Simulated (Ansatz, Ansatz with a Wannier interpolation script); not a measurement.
# From a coarse GW mesh to bands everywhere: CdBr2 (P6_3mc), part 2 of 2

Aim: the G0W0 bands of CdBr2 (P6_3mc) along the symmetry lines, with the gap off the mesh.

Ansatz 0.2.0; LDA, Wannier functions and G0W0, plane waves, PAW. Known limits of the many-body steps: not at the basis limit; no spin-orbit coupling.

So far. Step 3 (Wannier functions (Br:4p Cd:5s) on 12×12×4): Near the gap the model misses directly solved bands by 0.1 meV r.m.s. and by 1 meV at most in the window tested. This tests the starting bands, not the corrections carried with them. Step 4 (G0W0 at every point of the mesh: 6×6×2 mesh, 720 empty …): The gap on the mesh goes from 2.53 eV to 4.23 eV, a correction of +1.70 eV.

The database entry behind the starting cell has ideal inner coordinates that were not refined, so it need not match the best structure at ambient conditions.

## (5) Interpolating the corrections

A script adds the corrections, carried to the Wannier functions and back, to the LDA levels, along the path and on a 13×13×4 mesh.

```
G0W0 gap over the zone     : 4.230 eV
valence top at             : Γ
conduction bottom at       : Γ
starting gap over the zone : 2.528 eV
least direct G0W0 gap      : 4.230 eV
G0W0 gap on the mesh       : 4.230 eV
valence width, start       : 3.717 eV
valence width, G0W0        : 3.554 eV
gap by a rigid shift       : 4.230 eV
```

Levels solved directly plus the interpolated quasiparticle correction. Limits: finite bands, cutoff and mesh; no spin-orbit coupling. The quasiparticle bands at the labelled points (eV, zero at the valence-band top of each set):

```csv
point,band 31,band 32,band 33,band 34,band 35
Γ,-0.15,-0.15,0.00,0.00,4.23
M,-0.56,-0.39,-0.19,-0.08,5.08
K,-0.98,-0.59,-0.59,-0.18,6.02
Γ,-0.15,-0.15,0.00,0.00,4.23
A,-0.06,-0.06,-0.06,-0.06,4.95
L,-0.45,-0.45,-0.22,-0.22,5.33
H,-0.54,-0.54,-0.54,-0.54,5.97
A,-0.06,-0.06,-0.06,-0.06,4.95
jump to L,-0.45,-0.45,-0.22,-0.22,5.33
M,-0.56,-0.39,-0.19,-0.08,5.08
jump to H,-0.54,-0.54,-0.54,-0.54,5.97
K,-0.98,-0.59,-0.59,-0.18,6.02
```

The same for LDA:

| point | band 31 | band 32 | band 33 | band 34 | band 35 |
| --- | --- | --- | --- | --- | --- |
| Γ | -0.14 | -0.14 | 0.00 | 0.00 | 2.53 |
| M | -0.51 | -0.36 | -0.14 | -0.06 | 3.34 |
| K | -0.92 | -0.54 | -0.54 | -0.14 | 4.21 |
| Γ | -0.14 | -0.14 | 0.00 | 0.00 | 2.53 |
| A | -0.06 | -0.06 | -0.06 | -0.06 | 3.22 |
| L | -0.40 | -0.40 | -0.20 | -0.20 | 3.57 |
| H | -0.49 | -0.49 | -0.48 | -0.48 | 4.16 |
| A | -0.06 | -0.06 | -0.06 | -0.06 | 3.22 |
| L | -0.40 | -0.40 | -0.20 | -0.20 | 3.57 |
| M | -0.51 | -0.36 | -0.14 | -0.06 | 3.34 |
| H | -0.49 | -0.49 | -0.48 | -0.48 | 4.16 |
| K | -0.92 | -0.54 | -0.54 | -0.14 | 4.21 |

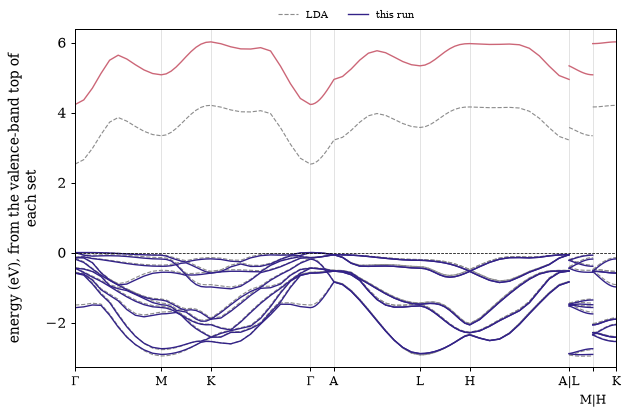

Quasiparticle bands along the path; lines of filled and empty bands in two colours; dashed: LDA.

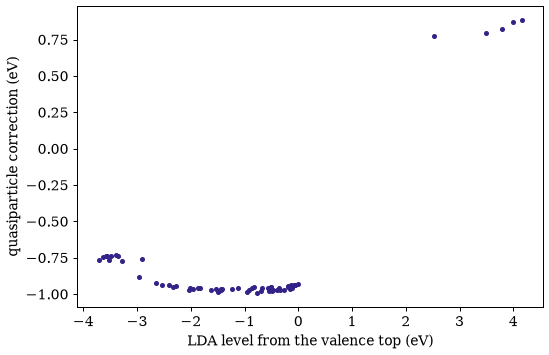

The correction of every computed level, on the run's own energy scale, against its starting energy.

## (6) LDA+SOC bands, for comparison

Spin-orbit coupling can split or shift the edges; a non-collinear run measures by how much.

This step: DFT, LDA with spin-orbit coupling, plane waves, PAW.

input.yaml

```yaml
crystal:
  lattice:
    - [3.985, 0.0, 0.0]
    - [-1.9925, 3.4511112341, 0.0]
    - [0.0, 0.0, 12.561]
  atoms:
    - { symbol: Cd, position: [0.3333333333, 0.6666666667, 0.375] }
    - { symbol: Cd, position: [0.6666666667, 0.3333333333, 0.875] }
    - { symbol: Br, position: [0.3333333333, 0.6666666667, 0.0] }
    - { symbol: Br, position: [0.6666666667, 0.3333333333, 0.5] }
    - { symbol: Br, position: [0.0, 0.0, 0.25] }
    - { symbol: Br, position: [0.0, 0.0, 0.75] }
kpoints:
  mp_grid: { grid: [6, 6, 2] }
  band_path:
    path:
      - [[0.0, 0.0, 0.0], [0.5, 0.0, 0.0], [0.33333333, 0.33333333, 0.0], [0.0, 0.0, 0.0], [0.0, 0.0, 0.5], [0.5, 0.0, 0.5], [0.33333333, 0.33333333, 0.5], [0.0, 0.0, 0.5]]
      - [[0.5, 0.0, 0.5], [0.5, 0.0, 0.0]]
      - [[0.33333333, 0.33333333, 0.5], [0.33333333, 0.33333333, 0.0]]
    npoints: 10
hamiltonian:
  xc: lda
scf:
  occupations: { method: fermi_dirac, width: 0.02 }
  n_extra_bands: 12
magnetization:
  noncollinear: true
  spin_orbit: true
output:
  eigenvalues: true
```

On the command line:

```bash
$ ansatz run input.yaml --threads 3 --pin off --max-ram 92160MiB --backend cuda --events-out ev --progress --plain --runs-dir out --devices 1 --max-vram 13GiB
```

Numbers of over 12 decimals in the logs are rounded to 6 here.

What it wrote:

```text
[...]
GPUs: using 1 of 1 available (devices: 1).
[...]
non-collinear run that drives no moment, with spin-orbit: no starting moment large enough to seed its density (crystal.atoms[].spin), no starting occupations that ask for one, no magnetisation constraint and no magnetic field, so the semilocal B_xc is pinned to zero
[...]
GPU FFT provider: cuFFT
GPU libraries: cuBLAS 13.8.2, cuFFT 12.4.0, cuSOLVER 12.3.4
Crystal: 6 atoms, lattice volume = 172.747 Å³
Basis set: ecut = 420 eV, 3401 PW (Γ)
Bands: 80, of which v1, the nominal top of the filled ones, is band 68 counted from 1 (67 counted from 0)
Symmetry: 12 space group operations + 12 with time reversal
[...]
k-points: 14 of 72
Projection manifold: j_resolved (fully-relativistic pseudo-atomic orbitals)
[...]
GPU buffer pool allocated for 65610 grid points (all kernels)
[...]
SCF iter   1: F=—  HF=-27025.615953 eV  |F-HF|=—  |Δ(HF+E_count)|=         —  Δρ=5.45e-2  dr2=9.37e0  dr2_m=0.00e0 (ungated)  ethr=3.10e-3  |M|=0.00e0 ∫|m|=0.00e0 μB  |m|>n=0.0e0 m-floor=0.0e0 τ_xc=0.0e0  β_m=0.30  ⟨swp⟩=9.9  Hψ=5834  notcnv=0
[...]
spin=Noncollinear: Resta preconditioning applied to the charge; magnetization (m_x, m_y, m_z) channels mix plain (no charge-response kernel on spin).
SCF iter   2: F=—  HF=-27023.494309 eV  |F-HF|=—  |Δ(HF+E_count)|=    2.12e0  Δρ=2.66e-2  dr2=2.77e0  dr2_m=0.00e0 (ungated)  ethr=3.10e-3  |M|=0.00e0 ∫|m|=0.00e0 μB  |m|>n=0.0e0 m-floor=0.0e0 τ_xc=0.0e0  β_m=0.46  ⟨swp⟩=3.0  Hψ=2032  notcnv=0  defer=104
[...]
SCF iter   8: F=-27022.660120 eV  HF=-27022.660120 eV  |F-HF|=6.47e-8  |Δ(HF+E_count)|=   1.24e-6  Δρ=4.57e-6  dr2=6.43e-8  dr2_m=0.00e0 (ungated)  ethr=1.47e-10  |M|=0.00e0 ∫|m|=0.00e0 μB  |m|>n=0.0e0 m-floor=0.0e0 τ_xc=0.0e0  ⟨swp⟩=11.6  Hψ=5431  notcnv=0
SCF 1 converged in 8 iterations: F = -27022.660120 eV  dr2 = 6.43e-8
[...]
SCF converged after 8 iterations
Magnetization: |M| = 0.0000 μB,  M = (+0.0000, +0.0000, +0.0000) μB
Absolute magnetization: 0.0000 μB (∫|m|)
  site 0: m = (+0.0000, +0.0000, +0.0000) μB, |m| = 0.0000 μB  (R = 1.15 Å)
  site 1: m = (+0.0000, +0.0000, +0.0000) μB, |m| = 0.0000 μB  (R = 1.15 Å)
  site 2: m = (+0.0000, +0.0000, +0.0000) μB, |m| = 0.0000 μB  (R = 1.15 Å)
  site 3: m = (+0.0000, +0.0000, +0.0000) μB, |m| = 0.0000 μB  (R = 1.15 Å)
  site 4: m = (+0.0000, +0.0000, +0.0000) μB, |m| = 0.0000 μB  (R = 1.15 Å)
  site 5: m = (+0.0000, +0.0000, +0.0000) μB, |m| = 0.0000 μB  (R = 1.15 Å)
Free energy (F): -27022.660120 eV
[...]
Internal energy: -27022.660120 eV  (E = F + TS)
E sigma→0 (E₀):  -27022.660120 eV
Fermi energy:    5.304728 eV
[...]
--- Band table (eV; the first three rows and the last of 14) ---
  k-point 0: bands = [... 64 lower, 3.9763, 3.9763, 4.1170, 4.1170, 6.4853, 6.4853, 7.8383, 7.8383, ... 8 higher]
  k-point 1: bands = [... 64 lower, 4.0577, 4.0577, 4.0577, 4.0577, 7.1744, 7.1744, 7.1744, 7.1744, ... 8 higher]
  k-point 2: bands = [... 64 lower, 3.8518, 3.8585, 4.0475, 4.0495, 7.4558, 7.4601, 8.0288, 8.0349, ... 8 higher]
  k-point 13: bands = [... 64 lower, 3.5241, 3.5241, 3.5257, 3.5257, 8.1125, 8.1125, 8.1128, 8.1128, ... 8 higher]
```

The job ended after 16 s (1 × NVIDIA H100 80GB HBM3 (shared by 6 runs) with 3 threads of AMD EPYC 7R13 (Zen 3), shared host; peak memory 1.8 GiB).

Numbers from this step:

| Property | Result |
| --- | --- |
| filled bands | 68 |
| gap | 2.368 eV |
| valence top at | Γ |
| conduction bottom at | Γ |
| least direct gap | 2.368 eV |

The gap stands −0.16 eV against LDA.

Electronic bands along the path, in eV, zero at the top of the highest nominally filled band:

```csv
point,band 65,band 66,band 67,band 68,band 69,band 70,band 71,band 72
Γ,-0.14,-0.14,0.00,0.00,2.37,2.37,3.72,3.72
M,-0.39,-0.39,-0.11,-0.11,3.18,3.18,3.52,3.52
K,-0.65,-0.64,-0.30,-0.30,4.02,4.04,4.04,4.07
Γ,-0.14,-0.14,0.00,0.00,2.37,2.37,3.72,3.72
A,-0.06,-0.06,-0.06,-0.06,3.06,3.06,3.06,3.06
L,-0.28,-0.28,-0.28,-0.28,3.41,3.41,3.41,3.41
H,-0.59,-0.59,-0.59,-0.59,4.00,4.00,4.00,4.00
A,-0.06,-0.06,-0.06,-0.06,3.06,3.06,3.06,3.06
jump to L,-0.28,-0.28,-0.28,-0.28,3.41,3.41,3.41,3.41
M,-0.39,-0.39,-0.11,-0.11,3.18,3.18,3.52,3.52
jump to H,-0.59,-0.59,-0.59,-0.59,4.00,4.00,4.00,4.00
K,-0.65,-0.64,-0.30,-0.30,4.02,4.04,4.04,4.07
```

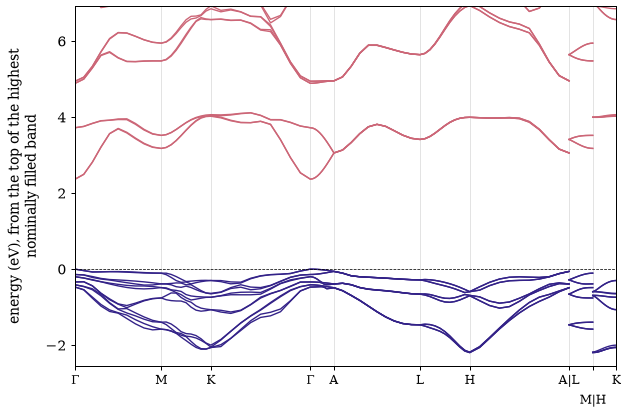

Electronic bands along the path; lines of filled and empty bands in two colours.

## (7) What came out

| Quantity | Value |
| --- | --- |
| LDA gap | 2.53 eV |
| G0W0 gap over the zone | 4.23 eV, direct |
| least direct G0W0 gap, in the model | 4.23 eV |
| with the spin-orbit change | 4.07 eV |
| GW settings | 6×6×2 mesh, 720 empty bands, screening to 150 eV |
| known limits | not at the basis limit; no spin-orbit coupling |

The Wannier model follows the LDA bands to under 1 meV r.m.s. near the gap. The G0W0 gap over the zone is 4.23 eV, direct, from Γ to Γ; on the mesh alone it is 4.23 eV, nearly the same. The valence width in the model goes from 3.72 eV to 3.55 eV. LDA+SOC gives a gap of 2.37 eV on the same path, a spin-orbit change of −0.16 eV that would bring the G0W0 gap to 4.07 eV. Bands and cutoff are finite, so the gap is not at the basis limit. The miss can reach some tenths of an eV and take either sign; the mesh is an error of its own. Beside the filled d shell of Cd, one-shot G0W0 from a semilocal start often leaves the gap short. Above the frozen window of the model the interpolated levels need not meet the computed ones, even at points of the mesh.

[Paths, hosts, dates, memory and timing lines, banners, echoed tables and standing remarks are left out of the program output.]

[Logs are printed without paths, hosts, clocks, repeated set-up lines and the standing remarks that a program may print on its own settings, such as how far it seeks lower states.]

[Runs of the session that timed out or met a known fault of the program may be left out.]

[Hosts, paths, dates, database ids (printed as entryN), source tags and the programs' standing remarks are cut or masked in the printed files.]
